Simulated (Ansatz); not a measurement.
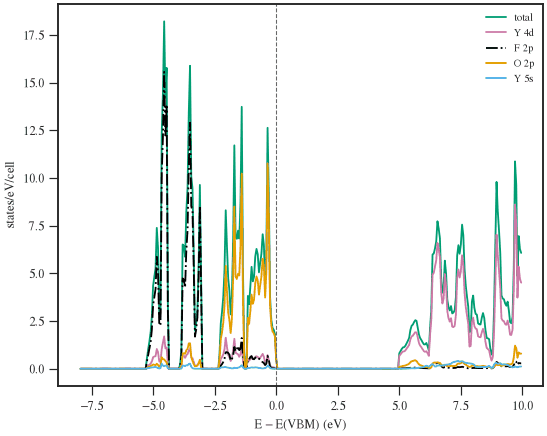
*Total and projected density of states of YOF in space group R-3m (No. 166; Y on 6c, O on 6c, F on 6c), the program Ansatz at the LDA level (PAW)*

### Question
Which orbitals carry the states next to the gap?

### Answer
Top 1 eV of the valence band: O 2p 82 %, Y 4d 8 %, F 2p 7 %. Bottom 1 eV of the conduction band: Y 4d 77 %, O 2p 15 %. Projections are on Löwdin-orthogonalised atomic valence shells; empty p or d shells of many metals are not among them.

### Question
Where is the tallest occupied peak in this window, and what makes it?

### Answer
Near -4.6 eV, about 18 states/eV per cell; the largest projected share is F 2p.

The first step of the workflow began from a Materials Project structure, measured or hypothetical; the Crystallography Open Database files this formula in space group No. 166, but the cells were not matched. Whether it is the stable phase at ambient conditions was not checked. Symmetry was held in the LDA relaxation; whether a distortion lowers the energy is not shown. The run is not spin-polarised. Spin–orbit coupling is left out wherever it is not named.

Potentials: the earlier of the program's two PAW sets. The files were generated under PBE; for other functionals the program regenerates the frozen cores, and for LDA and PBEsol the local potential too.
